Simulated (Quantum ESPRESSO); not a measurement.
# Magnetic state of CoSn from several starts

Wanted: the moments of CoSn and the energy of each order that was tried.

Method: LDA; plane waves with GBRV 1.5 LDA potentials, no spin-orbit coupling, in Quantum ESPRESSO 7.5.

**1. Starting point**

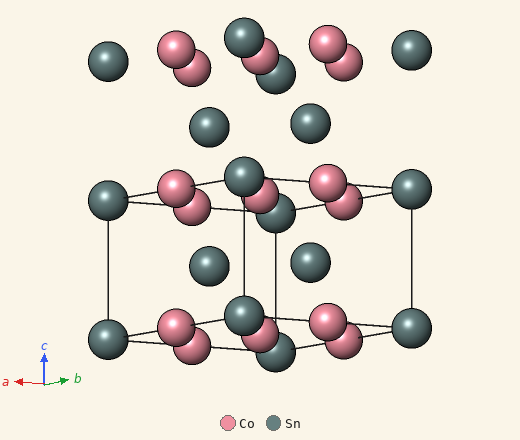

The starting structure, seen from a free direction (cobalt pink, tin teal). 1×1×2 cells are drawn. Some periodic images of atoms are drawn too.

The cell comes from Materials Project 2023-11-01, a database of computed structures, and need not be the stable phase.

**2. Start 1: ferro +++**

The signs are those of the starting moments on the seeded atoms, the atoms that are given a moment.

File pw.in:

```
&CONTROL
  calculation = 'scf'
  prefix = 'pwscf'
  outdir = './tmp'
  pseudo_dir = './pseudo'
  disk_io = 'nowf'
/
&SYSTEM
  ibrav = 0
  nat = 6
  ntyp = 2
  ecutwfc = 40
  ecutrho = 280
  nbnd = 62
  occupations = 'smearing'
  smearing = 'fd'
  degauss = 0.00734986
  nspin = 2
  starting_magnetization(1) = 0.1176
  starting_magnetization(2) = 0
/
&ELECTRONS
  conv_thr = 1.2d-08
  electron_maxstep = 150
  mixing_beta = 0.3
/
ATOMIC_SPECIES
Co     58.9332 co_lda_v1.2.uspp.F.UPF
Sn    118.7100 sn_lda_v1.4.uspp.F.UPF
CELL_PARAMETERS angstrom
   5.2460399276    0.0000000000    0.0000000000
  -2.6230199638    4.5432038466    0.0000000000
   0.0000000000    0.0000000000    4.1875903000
ATOMIC_POSITIONS crystal
Co      0.0000000000    0.5000000000    0.0000000000
Co      0.5000000000    0.5000000000    0.0000000000
Co      0.5000000000    0.0000000000    0.0000000000
Sn      0.6666666700    0.3333333300    0.5000000000
Sn      0.3333333300    0.6666666700    0.5000000000
Sn      0.0000000000    0.0000000000    0.0000000000
K_POINTS automatic
6 6 6 0 0 0
```

Command:

```console
> OMP_NUM_THREADS=1 mpirun -n 4 pw.x -nk 4 -in pw.in > pw.out
```

Output:

```text
Program PWSCF v.7.5 starts

     Message from routine setup:
     using ibrav=0 with symmetry is DISCOURAGED, use correct ibrav instead

     K-points division:     npool     =       4
     Subspace diagonalization in iterative solution of the eigenvalue problem:

     G-vector sticks info
     --------------------
     sticks:   dense  smooth     PW     G-vecs:    dense   smooth      PW
     Sum        1891    1069    313                53269    23023    3737

     Using Slab Decomposition

     bravais-lattice index     =            0
     lattice parameter (alat)  =       9.9136  a.u.
     unit-cell volume          =     673.5264 (a.u.)^3
     number of atoms/cell      =            6
     number of atomic types    =            2
     number of electrons       =        93.00
     number of Kohn-Sham states=           62
     kinetic-energy cutoff     =      40.0000  Ry
     charge density cutoff     =     280.0000  Ry
     scf convergence threshold =      1.2E-08
     mixing beta               =       0.3000
     number of iterations used =            8  plain     mixing
     Exchange-correlation=  SLA  PZ   NOGX NOGC
                           (   1   1   0   0   0   0   0)

     celldm(1)=   9.913579  celldm(2)=   0.000000  celldm(3)=   0.000000
     celldm(4)=   0.000000  celldm(5)=   0.000000  celldm(6)=   0.000000

     crystal axes: (cart. coord. in units of alat)
               a(1) = (   1.000000   0.000000   0.000000 )
               a(2) = (  -0.500000   0.866025   0.000000 )
               a(3) = (   0.000000   0.000000   0.798238 )

     reciprocal axes: (cart. coord. in units 2 pi/alat)
               b(1) = (  1.000000  0.577350 -0.000000 )
               b(2) = (  0.000000  1.154701  0.000000 )
               b(3) = (  0.000000 -0.000000  1.252759 )

     PseudoPot. # 1 for Co read from file:
     co_lda_v1.2.uspp.F.UPF
     Pseudo is Ultrasoft + core correction, Zval = 17.0
     Generated by new atomic code, or converted to UPF format
     Using radial grid of  863 points,  6 beta functions with:
                l(1) =   0
                l(2) =   0
                l(3) =   1
                l(4) =   1
                l(5) =   2
                l(6) =   2
     Q(r) pseudized with  8 coefficients,  rinner =    1.200   1.200   1.200
                                                       1.200   1.200

     PseudoPot. # 2 for Sn read from file:
     sn_lda_v1.4.uspp.F.UPF
     Pseudo is Ultrasoft + core correction, Zval = 14.0
     Generated by new atomic code, or converted to UPF format
     Using radial grid of  891 points,  6 beta functions with:
                l(1) =   0
                l(2) =   0
                l(3) =   1
                l(4) =   1
                l(5) =   2
                l(6) =   2
     Q(r) pseudized with  8 coefficients,  rinner =    1.350   1.350   1.350
                                                       1.350   1.350

     atomic species   valence    mass     pseudopotential
     Co               17.00    58.93320     Co( 1.00)
     Sn               14.00   118.71000     Sn( 1.00)

     Starting magnetic structure
     atomic species   magnetization
     Co              0.118
     Sn              0.000

     24 Sym. Ops., with inversion, found

   Cartesian axes

     site n.     atom                  positions (alat units)
         1        Co     tau(   1) = (  -0.2500000   0.4330127   0.0000000  )
         2        Co     tau(   2) = (   0.2500000   0.4330127   0.0000000  )
         3        Co     tau(   3) = (   0.5000000   0.0000000   0.0000000  )
         4        Sn     tau(   4) = (   0.5000000   0.2886751   0.3991192  )
         5        Sn     tau(   5) = (  -0.0000000   0.5773503   0.3991192  )
         6        Sn     tau(   6) = (   0.0000000   0.0000000   0.0000000  )

     number of k points=    28  Fermi-Dirac smearing, width (Ry)=  0.0073
                       cart. coord. in units 2pi/alat
        k(    1) = (   0.0000000   0.0000000   0.0000000), wk =   0.0046296
        k(    2) = (   0.0000000   0.0000000   0.2087931), wk =   0.0092593
        k(    3) = (   0.0000000   0.0000000   0.4175862), wk =   0.0092593
        k(    4) = (   0.0000000   0.0000000  -0.6263793), wk =   0.0046296
        k(    5) = (   0.0000000   0.1924501   0.0000000), wk =   0.0277778
        [... 23 further k-points ...]

     Dense  grid:    53269 G-vectors     FFT dimensions: (  54,  54,  45)

     Smooth grid:    23023 G-vectors     FFT dimensions: (  40,  40,  32)

     Check: negative core charge=   -0.000020
     Generating pointlists ...
     new r_m :   0.2032 (alat units)  2.0143 (a.u.) for type    1
     new r_m :   0.2032 (alat units)  2.0143 (a.u.) for type    2

     Initial potential from superposition of free atoms

     starting charge      86.9999, renormalised to      93.0000
     Starting wfcs are   66 randomized atomic wfcs

     Self-consistent Calculation

     iteration #  1     ecut=    40.00 Ry     beta= 0.30
     Davidson diagonalization with overlap
     ethr =  1.00E-02,  avg # of iterations =  6.7

     total energy              =   -1349.80911935 Ry
     estimated scf accuracy    <      67.49036452 Ry

     total magnetization       =     2.04 Bohr mag/cell
     absolute magnetization    =     2.18 Bohr mag/cell

     iteration #  2     ecut=    40.00 Ry     beta= 0.30
     Davidson diagonalization with overlap
     ethr =  1.00E-02,  avg # of iterations =  3.0

     total energy              =   -1369.89994504 Ry
     estimated scf accuracy    <      47.56527077 Ry

     total magnetization       =     0.26 Bohr mag/cell
     absolute magnetization    =     0.35 Bohr mag/cell

     iteration #  3     ecut=    40.00 Ry     beta= 0.30
     Davidson diagonalization with overlap
     ethr =  1.00E-02,  avg # of iterations =  2.0

     total energy              =   -1370.23562321 Ry
     estimated scf accuracy    <       6.47885099 Ry

     total magnetization       =     0.76 Bohr mag/cell
     absolute magnetization    =     1.17 Bohr mag/cell

     [... further iterations left out ...]

     iteration # 14     ecut=    40.00 Ry     beta= 0.30
     Davidson diagonalization with overlap
     ethr =  4.24E-08,  avg # of iterations =  2.4

     total energy              =   -1371.77732235 Ry
     estimated scf accuracy    <       0.00001796 Ry

     total magnetization       =    -0.02 Bohr mag/cell
     absolute magnetization    =     0.02 Bohr mag/cell

     iteration # 15     ecut=    40.00 Ry     beta= 0.30
     Davidson diagonalization with overlap
     ethr =  1.93E-08,  avg # of iterations =  1.6

     total energy              =   -1371.77733056 Ry
     estimated scf accuracy    <       0.00000056 Ry

     total magnetization       =     0.01 Bohr mag/cell
     absolute magnetization    =     0.01 Bohr mag/cell

     iteration # 16     ecut=    40.00 Ry     beta= 0.30
     Davidson diagonalization with overlap
     ethr =  5.98E-10,  avg # of iterations =  3.1

     total energy              =   -1371.77733210 Ry
     estimated scf accuracy    <       0.00000010 Ry

     total magnetization       =    -0.00 Bohr mag/cell
     absolute magnetization    =     0.01 Bohr mag/cell

     iteration # 17     ecut=    40.00 Ry     beta= 0.30
     Davidson diagonalization with overlap
     ethr =  1.06E-10,  avg # of iterations =  2.5

     Magnetic moment per site  (integrated on atomic sphere of radius R)
     atom   1 (R=0.203)  charge= 15.9279  magn= -0.0002
     atom   2 (R=0.203)  charge= 15.9279  magn= -0.0002
     atom   3 (R=0.203)  charge= 15.9279  magn= -0.0002
     atom   4 (R=0.203)  charge= 11.2565  magn=  0.0000
     atom   5 (R=0.203)  charge= 11.2565  magn=  0.0000
     atom   6 (R=0.203)  charge= 11.1935  magn=  0.0000

     End of self-consistent calculation

     [... lines left out ...]
     the Fermi energy is    14.7436 ev

!    total energy              =   -1371.77733227 Ry
     estimated scf accuracy    <       0.00000001 Ry
     smearing contrib. (-TS)   =      -0.01169577 Ry
     internal energy E=F+TS    =   -1371.76563650 Ry

     The total energy is F=E-TS. E is the sum of the following terms:
     one-electron contribution =    -793.92393754 Ry
     hartree contribution      =     461.12260694 Ry
     xc contribution           =    -224.49376442 Ry
     ewald contribution        =    -814.47054149 Ry

     total magnetization       =    -0.00 Bohr mag/cell
     absolute magnetization    =     0.00 Bohr mag/cell

     convergence has been achieved in  17 iterations

=------------------------------------------------------------------------------=
   JOB DONE.
=------------------------------------------------------------------------------=
```

Elapsed: 43 s, on 4 MPI ranks of AMD EPYC 9R14 (Zen 4), shared host; peak memory 0.57 GiB.

Spin moment in the atom's sphere by atom:

```tsv
atom	spin moment in the atom's sphere (μB)
Co1	-0.0002
Co2	-0.0002
Co3	-0.0002
Sn4	0.0000
Sn5	0.0000
Sn6	0.0000
```

This step gave:

| Property | Result |
| --- | --- |
| smearing term TS | 0.1591 eV |
| magnetization | 0 μB |
| absolute magnetization | 0 μB |
| final state | non-magnetic |

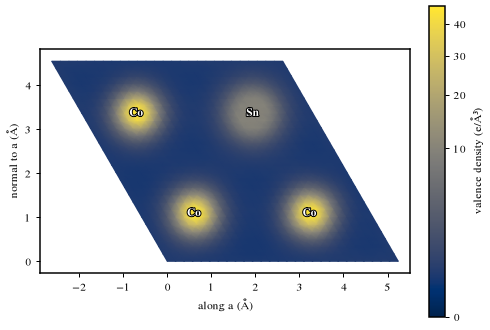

Valence density in the ab plane at fractional z = 0.000, with atoms of Co and Sn within 0.2 Å of it. It is the smooth field of the valence electrons, not physical close to the nuclei. The map starts off the cell's origin, so that atoms lie inside it. The colour scale is stretched toward low values.

(Continued in part 2 of 2.)

[Logs and program files are shortened in this print: banners, set-up blocks, solver, clock and traceback lines can be left out without a mark of their own.]

[Logs are printed without paths, hosts, clocks, repeated set-up lines and the standing remarks that a program may print on its own settings, such as how far it seeks lower states.]

[Hosts, paths, dates, database ids (printed as entryN), source tags and the programs' standing remarks are cut or masked in the printed files.]

[Where a cell is said to come from a database of computed structures, the database is the Materials Project.]
